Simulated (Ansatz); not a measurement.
```xyz
2
Lattice="2.6962 0.0000 0.0000 0.0000 2.6962 0.0000 0.0000 0.0000 2.6962" Properties=species:S:1:pos:R:3 pbc="T T T"
Al    1.3481    1.3481    1.3481
C     0.0000    0.0000    0.0000
```

Space group Pm-3m; started from the CuAu (L1_0)_123 prototype, which need not be the ambient phase; computed without spin polarisation.

These are results of DFT PBE, scalar-relativistic, plane waves, PAW in Ansatz 0.2.0, not measurements.

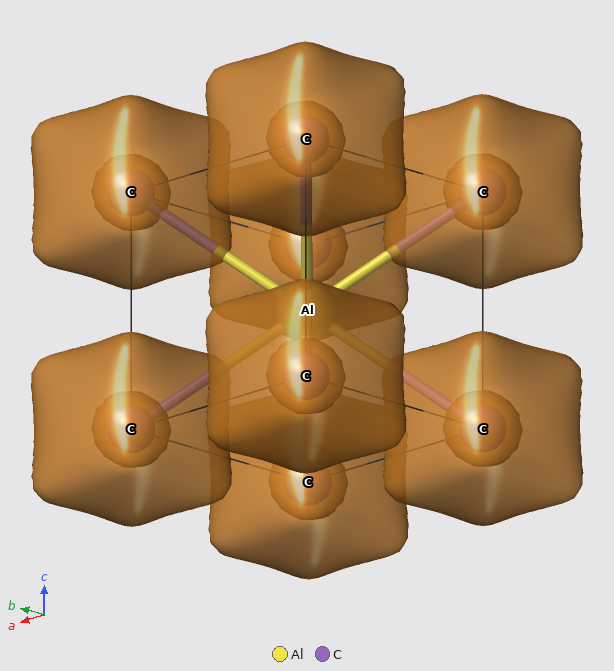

AlC. Isosurface of the ELF at 0.6 (orange), seen at an oblique angle. Core shells and regions of very low density are left out. Sticks mark near contacts.

Question: What do the ELF domains correspond to?

Answer: At this value the surface marks out one region on C in which the atom's valence shell and bonds are merged, counted in one cell of 2 atoms. Any copies at cell faces, edges or corners count once. Profiles from the grid: Al–C (2.33 Å): the ELF peaks at about 0.80 in the valence shell of C, 0.7 Å from its nucleus, and is about 0.65 at the midpoint.
